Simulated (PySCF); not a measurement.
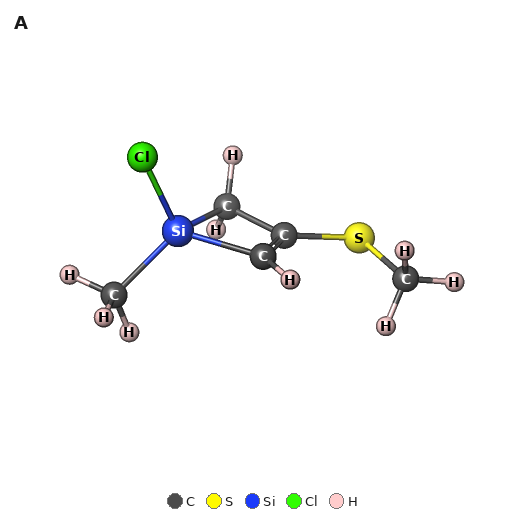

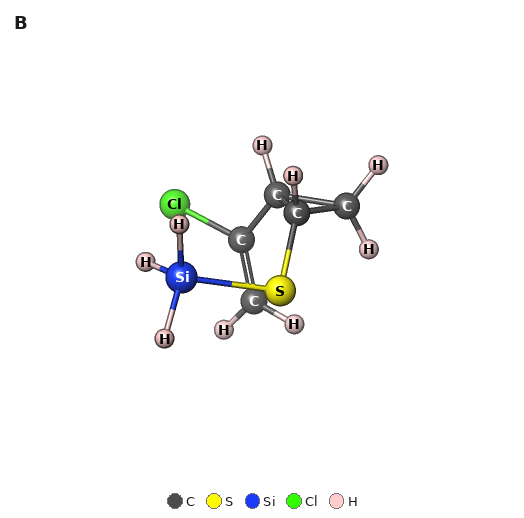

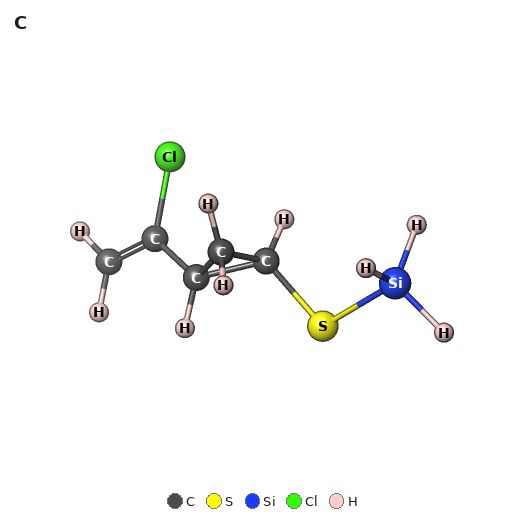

3 stationary structures of one formula. Geometries: GFN2-xTB. Electronic energies: CAM-B3LYP/def2-SVPD (PySCF 2.14.0), without zero-point energy. No frequency run is at hand to confirm each as a minimum. Each is one conformer, not always the lowest.

Which is lowest in energy, and by how much?

A is lowest; C lies 1.960 eV above it, B lies 2.112 eV above it. A is `CSC1=C[Si@@](C)(Cl)C1`, B is `C=C(Cl)[C@@H]1C[C@@H]1S[SiH3]`, C is `C=C(Cl)[C@@H]1C[C@H]1S[SiH3]`.

The geometry is semi-empirical. Around Si such bond lengths and angles can be off by a tenth of an ångström or more and by several degrees, and values that hang on the shape move with them.
